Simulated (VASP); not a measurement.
Band structure of ZnCo$_{2}$ (space group Fd-3m). These are PBE GGA, VASP's PBE PAW potentials (set 64) (plane waves; VASP) values and carry that method's errors.

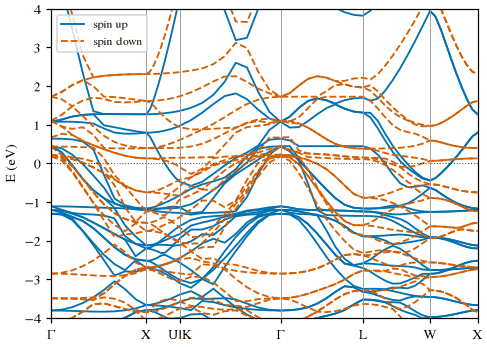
*Bands along high-symmetry lines, zero at the valence-band maximum or, without a gap, the Fermi level*

Read the plot: is there a gap, and where are the band edges?

It has no gap at this level: it comes out as a metal or semimetal.

The structure was generated: ZnCo2 was put into an ordered model structure, which need not be its known phase. The cell was not relaxed at this level. The k-mesh is coarse (spacing up to 0.35 per Å, 2π included), so the numbers may not be converged in it.
